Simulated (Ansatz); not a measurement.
## Geometry relaxation, with input and output: C2H2FSi

- system: C2H2FSi, multiplicity 2, SMILES C=C=[Si]F
- method: UKS PBE0-D4/def2-SVP (Ansatz 0.2.0)

It belongs to a series of runs on one base structure; here: end point A relaxed.

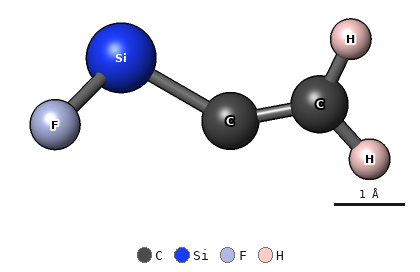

*The starting structure (ball-and-stick view, seen at a tilt).*

Bond lengths as drawn: C–C 1.31 Å, C–H 1.08 to 1.09 Å, C–Si 1.81 Å and F–Si 1.64 Å.

## Key numbers

| quantity | value |
| --- | --- |
| outcome | converged |
| total energy | −12684.2545 eV |
| mean-field energy | −12684.1629 eV |
| ⟨S²⟩ | 0.761 |
| largest force (length of the vector) at the end | 0.013 eV/Å |
| hardware | 1 thread of Arm Neoverse N1, 98 GiB of memory available, shared host |
| wall time | 86 s |
| peak memory | 0.16 GiB |

## The input
```yaml
crystal:
  periodic: [false, false, false]
  atoms:
    - { symbol: C, position_ang: [-0.03945, 1.10644, 0.23775] }
    - { symbol: C, position_ang: [-0.07061, -0.02152, -0.42123] }
    - { symbol: Si, position_ang: [-0.58149, -1.73648, -0.14778] }
    - { symbol: F, position_ang: [0.69113, -2.6074, -0.69354] }
    - { symbol: H, position_ang: [-0.28396, 1.24816, 1.28751] }
    - { symbol: H, position_ang: [0.28437, 2.01079, -0.26271] }
magnetization:
  spin_polarized: true
  initial_magnetization: 1
basis:
  gaussian: { orbitals: def2-SVP }
hamiltonian:
  xc: pbe0
  dispersion: d4
relax:
  f_tol: 0.015
  max_steps: 40
```

Command:
```bash
ansatz run input.yaml --threads 1 --pin off --max-ram 2048MiB --backend cpu --events-out ev --progress --plain --runs-dir out
```

## Log
```
The last accepted step is kept in [file] (removed where the run ends without a failure and the disk answers)
Engine: ansatz 0.2.0, aarch64-unknown-linux-gnu
Functional definition: PBE0
  parameter a = 0.25
  parameter kappa = 0.804
  parameter beta = 0.06672455060314922
  exchange = (1 - a)*pbe_x(kappa = kappa, mu = beta*pi^2/3) + a*exact_x
  correlation = pbe_c(beta = beta)
752 factors; integrals over basis functions are off by at most 3.7e-4 eV
mean field evaluation 1: about -12675.2996 eV, gradient 3.8e1 eV
mean field evaluation 2: about -12637.9509 eV, gradient 7.8e1 eV
mean field evaluation 4: about -12683.3765 eV, gradient 1.1e1 eV
mean field evaluation 8: about -12683.9893 eV, gradient 3.4e-1 eV
mean field evaluation 16: about -12684.0081 eV, gradient 6.5e-3 eV
mean field -12684.00808533 eV, -466.1286996063 hartree, gradient 5.3e-5 eV, S^2 0.805524; 0 other end points of the search recorded, 0 dependent functions left out
the calculation of the forces begins
reference -12684.00810877 eV, -466.1287004679 hartree; 19, 18 occupied and 51, 52 virtual orbitals, 752 factors
relax step   1: F+E_penalty+E_count = -12684.10187092 eV  Δ(F+E_penalty+E_count) = +0.000e0 eV  max|allowed force component| = 6.212e-1 eV/Å  Δτ_max = 0.0000 Å  (37 SCF iters, accepted)
these checks for a lower state are left out or cut short: starts, cluster_reference, orbital_swaps, neighbouring_geometries, increment
752 factors; integrals over basis functions are off by at most 4.0e-4 eV
mean field evaluation 32: about -12684.0590 eV, gradient 1.4e-5 eV
mean field -12684.05901922 eV, -466.1305713923 hartree, gradient 1.4e-5 eV, S^2 0.804220; 0 other end points of the search recorded, 0 dependent functions left out
[... from here on the field's lines of each further geometry are left out, up to the last ...]
relax step   2: F+E_penalty+E_count = -12684.15210957 eV  Δ(F+E_penalty+E_count) = -5.024e-2 eV  max|allowed force component| = 5.879e-1 eV/Å  Δτ_max = 0.0822 Å  (39 SCF iters, accepted)
relax step   3: F+E_penalty+E_count = -12684.15038460 eV  Δ(F+E_penalty+E_count) = +1.725e-3 eV  max|allowed force component| = 8.429e-1 eV/Å  Δτ_max = 0.0974 Å  (40 SCF iters, rejected (line search))
relax step   4: F+E_penalty+E_count = -12684.18199667 eV  Δ(F+E_penalty+E_count) = -2.989e-2 eV  max|allowed force component| = 5.579e-1 eV/Å  Δτ_max = 0.0487 Å  (42 SCF iters, accepted)
relax step   5: F+E_penalty+E_count = -12684.21026908 eV  Δ(F+E_penalty+E_count) = -2.827e-2 eV  max|allowed force component| = 4.715e-1 eV/Å  Δτ_max = 0.0920 Å  (41 SCF iters, accepted)
relax step   6: F+E_penalty+E_count = -12684.23577791 eV  Δ(F+E_penalty+E_count) = -2.551e-2 eV  max|allowed force component| = 5.547e-1 eV/Å  Δτ_max = 0.1499 Å  (47 SCF iters, accepted)
relax step   7: F+E_penalty+E_count = -12684.23774393 eV  Δ(F+E_penalty+E_count) = -1.966e-3 eV  max|allowed force component| = 3.650e-1 eV/Å  Δτ_max = 0.0654 Å  (41 SCF iters, accepted)
relax step   8: F+E_penalty+E_count = -12684.23618227 eV  Δ(F+E_penalty+E_count) = +1.562e-3 eV  max|allowed force component| = 7.169e-1 eV/Å  Δτ_max = 0.1232 Å  (48 SCF iters, rejected (line search))
relax step   9: F+E_penalty+E_count = -12684.24601338 eV  Δ(F+E_penalty+E_count) = -8.269e-3 eV  max|allowed force component| = 4.777e-1 eV/Å  Δτ_max = 0.0590 Å  (42 SCF iters, accepted)
relax step  10: F+E_penalty+E_count = -12684.25254994 eV  Δ(F+E_penalty+E_count) = -6.537e-3 eV  max|allowed force component| = 2.761e-1 eV/Å  Δτ_max = 0.0968 Å  (46 SCF iters, accepted)
relax step  11: F+E_penalty+E_count = -12684.25251685 eV  Δ(F+E_penalty+E_count) = +3.309e-5 eV  max|allowed force component| = 2.345e-1 eV/Å  Δτ_max = 0.0130 Å  (41 SCF iters, rejected (line search))
relax step  12: F+E_penalty+E_count = -12684.25405573 eV  Δ(F+E_penalty+E_count) = -1.506e-3 eV  max|allowed force component| = 4.449e-2 eV/Å  Δτ_max = 0.0062 Å  (36 SCF iters, accepted)
the calculation of the forces begins
reference -12684.16286878 eV, -466.1343877931 hartree; 19, 18 occupied and 51, 52 virtual orbitals, 752 factors
relax step  13: F+E_penalty+E_count = -12684.25443529 eV  Δ(F+E_penalty+E_count) = -3.796e-4 eV  max|allowed force component| = 9.812e-3 eV/Å  Δτ_max = 0.0221 Å  (42 SCF iters, accepted)
752 factors; integrals over basis functions are off by at most 3.9e-4 eV
mean field evaluation 128: about -12684.1624 eV, gradient 6.3e-2 eV
```

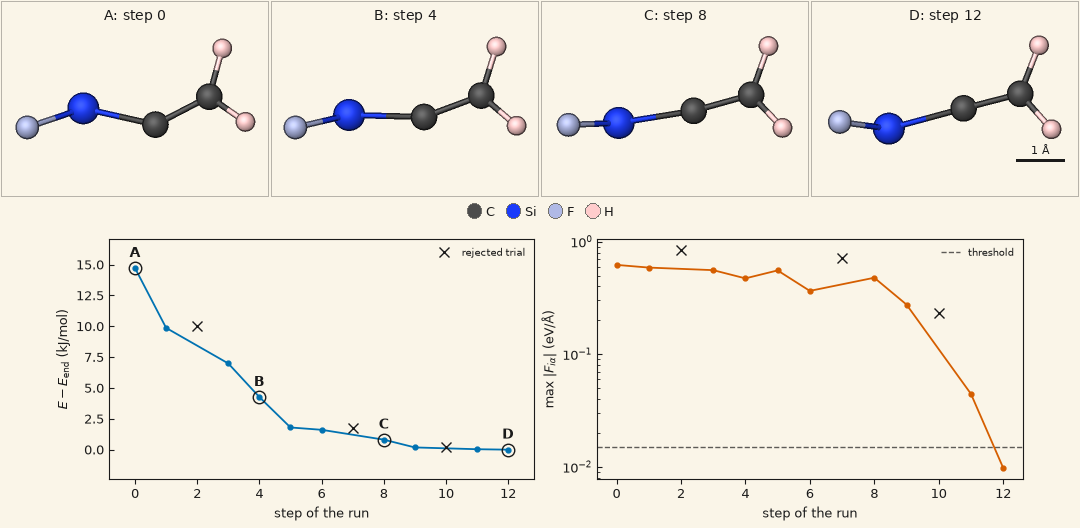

*Frames of the relaxation (ball-and-stick view, seen at a tilt) above the curves, on which the letters mark them (the first geometry is step 0 here and step 1 in the log).*

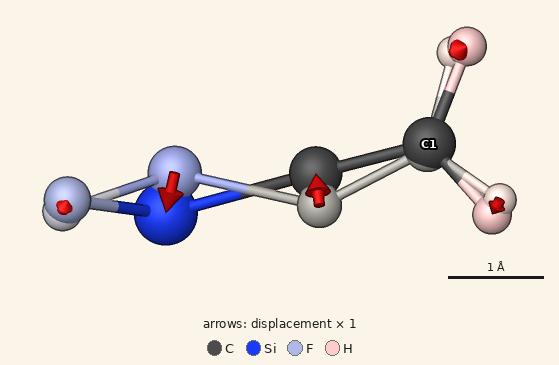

*Start (faint) and end (solid) with the displacements as red arrows, at true length (ball-and-stick view, seen at a tilt). The two geometries are laid on each other by the best rigid fit.*

The atom that moves furthest after the best rigid fit is Si3 (0.45 Å). By element the largest moves are Si 0.45 Å, C 0.38 Å, H 0.26 Å, F 0.17 Å. Distances before and after: C2–Si3 1.810 → 1.852 Å, C1–H6 1.083 → 1.101 Å, C1–H5 1.087 → 1.101 Å, Si3–F4 1.636 → 1.644 Å. Among the angles that change: C1–C2–Si3 138.4° → 171.3°, C2–Si3–F4 103.6° → 98.9°, C2–C1–H5 126.5° → 121.9°. The energy falls by 14.7 kJ/mol in 12 geometry steps. The largest force component goes from 0.62 to 0.0098 eV/Å. The line search rejected the trial steps at points 2, 7, 10 (counted from 0) and went back. (Atoms are counted from 1 in the order of the input.)

```
mean field -12684.16284449 eV, -466.1343869006 hartree, gradient 2.6e-5 eV, S^2 0.760789; 3 other end points of the search recorded, 0 dependent functions left out
the calculation of the forces begins
reference -12684.16286878 eV, -466.1343877931 hartree; 19, 18 occupied and 51, 52 virtual orbitals, 752 factors
Total energy: -12684.25445958 eV, -466.1377536930 hartree
Atom 0 at    -0.025063     1.126237     0.297694 Å, force     0.002846     0.007951     0.009812 eV/Å
Atom 1 at    -0.187746    -0.117228    -0.072868 Å, force     0.004005    -0.003756    -0.005077 eV/Å
Atom 2 at    -0.691393    -1.830259    -0.563328 Å, force    -0.002675    -0.000426    -0.002287 eV/Å
Atom 3 at     0.793156    -2.535074    -0.588559 Å, force    -0.000182     0.000683     0.001867 eV/Å
Atom 4 at    -0.096487     1.433411     1.352161 Å, force    -0.000293    -0.000455    -0.001552 eV/Å
Atom 5 at     0.207524     1.922902    -0.425100 Å, force    -0.003700    -0.003996    -0.002763 eV/Å
Dipole moment:    -0.094318     0.477142     0.119105 e Å
```

## Trajectory as extended XYZ (Å, eV, eV/Å), 13 frames, from step=1 to step=13
```
6
Properties=species:S:1:pos:R:3:forces:R:3 step=1 energy=-12684.10187
C    -0.0394    1.1064    0.2377    0.1869   0.5234  -0.1665
C    -0.0706   -0.0215   -0.4212   -0.0703  -0.3444   0.1932
Si   -0.5815   -1.7365   -0.1478   -0.1717  -0.6089  -0.1727
F     0.6911   -2.6074   -0.6935    0.0360  -0.0439   0.0040
H    -0.2840    1.2482    1.2875   -0.1248  -0.1473   0.4585
H     0.2844    2.0108   -0.2627    0.1438   0.6212  -0.3165
6
Properties=species:S:1:pos:R:3:forces:R:3 step=2 energy=-12684.15211
C    -0.0055    1.1172    0.2517   -0.1102   0.3449  -0.5765
C    -0.0527   -0.0284   -0.3969   -0.0359   0.0953   0.5879
Si   -0.6157   -1.7584   -0.2192    0.0501  -0.3393  -0.1882
F     0.6993   -2.6351   -0.6587   -0.0716   0.0524   0.0068
H    -0.2560    1.2557    1.3104    0.0582  -0.1487   0.1325
H     0.2306    2.0490   -0.2872    0.1093  -0.0047   0.0374
6
Properties=species:S:1:pos:R:3:forces:R:3 step=3 energy=-12684.15039 accepted=F
C    -0.0759    1.1474    0.2434    0.8429  -0.0340  -0.4061
C    -0.0829   -0.0404   -0.3525   -0.3440   0.4909   0.7247
Si   -0.6490   -1.8080   -0.2962    0.4406  -0.0365  -0.1996
F     0.7377   -2.6435   -0.6307   -0.3561   0.2796   0.0637
H    -0.1923    1.2764    1.3454   -0.1596  -0.0825  -0.5227
H     0.2624    2.0681   -0.3094   -0.4238  -0.6174   0.3400
6
Properties=species:S:1:pos:R:3:forces:R:3 step=4 energy=-12684.18200
C    -0.0160    1.1315    0.2561    0.0012   0.1810  -0.5299
C    -0.0570   -0.0401   -0.3498   -0.0644   0.1382   0.5579
Si   -0.6186   -1.7864   -0.2325    0.1066  -0.1483  -0.1858
F     0.7063   -2.6453   -0.6852   -0.1002   0.1152   0.0371
H    -0.2624    1.2913    1.3167    0.0591  -0.1146   0.0051
H     0.2477    2.0489   -0.3053   -0.0023  -0.1715   0.1156
6
Properties=species:S:1:pos:R:3:forces:R:3 step=5 energy=-12684.21027
C    -0.0305    1.1502    0.2639    0.1688  -0.2223  -0.4427
C    -0.0726   -0.0646   -0.2626   -0.1461   0.3585   0.4715
Si   -0.6428   -1.8310   -0.2879    0.2397   0.1480  -0.1384
F     0.7300   -2.6384   -0.7024   -0.1511   0.1485   0.0671
H    -0.2482    1.3454    1.3308    0.0420  -0.0537  -0.1950
H     0.2641    2.0384   -0.3418   -0.1533  -0.3790   0.2374
6
Properties=species:S:1:pos:R:3:forces:R:3 step=6 energy=-12684.23578
C    -0.0274    1.1391    0.2813   -0.0091   0.0042   0.0740
C    -0.1392   -0.0909   -0.1523    0.3096   0.3498   0.0345
Si   -0.6590   -1.8134   -0.4360   -0.3342  -0.5547  -0.0678
F     0.7647   -2.6052   -0.6487    0.0389   0.1977   0.0136
H    -0.1716    1.3971    1.3421   -0.0165   0.0079  -0.0212
H     0.2326    1.9732   -0.3864    0.0113  -0.0049  -0.0331
6
Properties=species:S:1:pos:R:3:forces:R:3 step=7 energy=-12684.23774
C    -0.0173    1.1294    0.2774   -0.1793   0.1324   0.1181
C    -0.2033   -0.0911   -0.1533    0.3435   0.0561  -0.0583
Si   -0.6671   -1.8474   -0.3982   -0.3650  -0.2297  -0.0236
F     0.7872   -2.5498   -0.6751    0.1338   0.0968   0.0086
H    -0.1877    1.4030    1.3300    0.0465  -0.0103   0.0269
H     0.2881    1.9559   -0.3808    0.0205  -0.0454  -0.0717
6
Properties=species:S:1:pos:R:3:forces:R:3 step=8 energy=-12684.23618 accepted=F
C    -0.0298    1.1450    0.2903    0.1123  -0.4039  -0.0819
C    -0.0882   -0.1065   -0.1149    0.0409   0.7169   0.2114
Si   -0.6751   -1.7974   -0.5105    0.1887  -0.5378  -0.0985
F     0.7571   -2.6223   -0.6123   -0.3022   0.2773   0.0277
H    -0.1418    1.4089    1.3567   -0.0142   0.0161  -0.1468
H     0.1776    1.9724   -0.4093   -0.0255  -0.0686   0.0881
6
Properties=species:S:1:pos:R:3:forces:R:3 step=9 energy=-12684.24601
C    -0.0450    1.1420    0.2795    0.1841  -0.4777   0.0604
C    -0.1516   -0.1032   -0.1274    0.0042   0.4123   0.0739
Si   -0.6816   -1.8376   -0.4493   -0.0167  -0.1427  -0.0381
F     0.7812   -2.5619   -0.6495   -0.0390   0.0664   0.0185
H    -0.1583    1.4078    1.3410   -0.0806   0.0458   0.0025
H     0.2552    1.9529   -0.3943   -0.0520   0.0959  -0.1172
6
Properties=species:S:1:pos:R:3:forces:R:3 step=10 energy=-12684.25255
C    -0.0261    1.1260    0.2922    0.0218   0.0474   0.0539
C    -0.1959   -0.1131   -0.0897   -0.0261  -0.0313  -0.0162
Si   -0.7004   -1.8379   -0.5442    0.2761  -0.0500   0.0037
F     0.8019   -2.5256   -0.5907   -0.2486   0.0914   0.0031
H    -0.1000    1.4205    1.3526    0.0008  -0.0073  -0.0768
H     0.2205    1.9301   -0.4202   -0.0240  -0.0501   0.0323
6
Properties=species:S:1:pos:R:3:forces:R:3 step=11 energy=-12684.25252 accepted=F
C    -0.0269    1.1292    0.2937    0.0149  -0.0045   0.0491
C    -0.1947   -0.1127   -0.0840    0.0013  -0.0341  -0.0205
Si   -0.6962   -1.8391   -0.5517    0.2345   0.0035   0.0170
F     0.7996   -2.5384   -0.5915   -0.2200   0.1175   0.0107
H    -0.0985    1.4275    1.3534   -0.0028  -0.0187  -0.0814
H     0.2166    1.9335   -0.4198   -0.0278  -0.0637   0.0251
6
Properties=species:S:1:pos:R:3:forces:R:3 step=12 energy=-12684.25406
C    -0.0236    1.1264    0.2927   -0.0203  -0.0408  -0.0009
C    -0.1930   -0.1122   -0.0915    0.0093  -0.0078  -0.0057
Si   -0.6948   -1.8372   -0.5426    0.0051   0.0206   0.0003
F     0.7960   -2.5275   -0.5910   -0.0013  -0.0073  -0.0022
H    -0.1020    1.4200    1.3492   -0.0008   0.0177   0.0445
H     0.2174    1.9306   -0.4169    0.0080   0.0175  -0.0360
6
Properties=species:S:1:pos:R:3:forces:R:3 step=13 energy=-12684.25444
C    -0.0251    1.1262    0.2977    0.0028   0.0080   0.0098
C    -0.1877   -0.1172   -0.0729    0.0040  -0.0038  -0.0051
Si   -0.6914   -1.8303   -0.5633   -0.0027  -0.0004  -0.0023
F     0.7932   -2.5351   -0.5886   -0.0002   0.0007   0.0019
H    -0.0965    1.4334    1.3522   -0.0003  -0.0005  -0.0016
H     0.2075    1.9229   -0.4251   -0.0037  -0.0040  -0.0028
```
